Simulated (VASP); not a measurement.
Band structure of Sn₃Ge (space group Fm-3m). Method: PBEsol GGA, VASP's PBE PAW potentials (set 64) (plane waves; VASP).

Unless said otherwise, spin-orbit coupling is left out, though it shifts the bands of the heavy elements here.

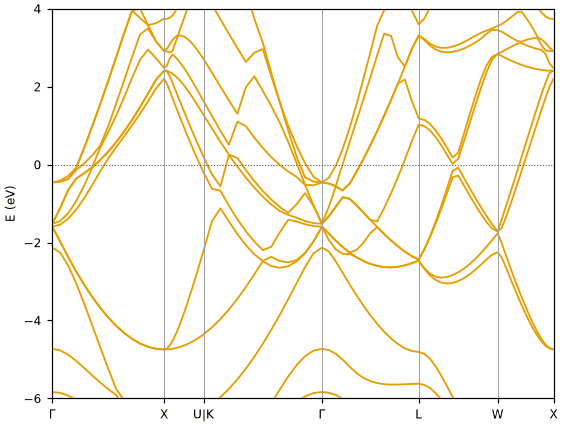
Bands along high-symmetry lines, zero at the valence-band maximum or, without a gap, the Fermi level

**Question.** Read the plot: is there a gap, and where are the band edges?

**Answer.** It has no gap at this level: it comes out as a metal or semimetal. (Edges off the drawn lines would not show.)

The structure comes from a computed database's Sn3Ge entry (Fm-3m); how it stands against other phases isn't given here. It was relaxed first, which changed the volume by -5 %. VASP warned that the highest band is occupied, so more bands are needed.
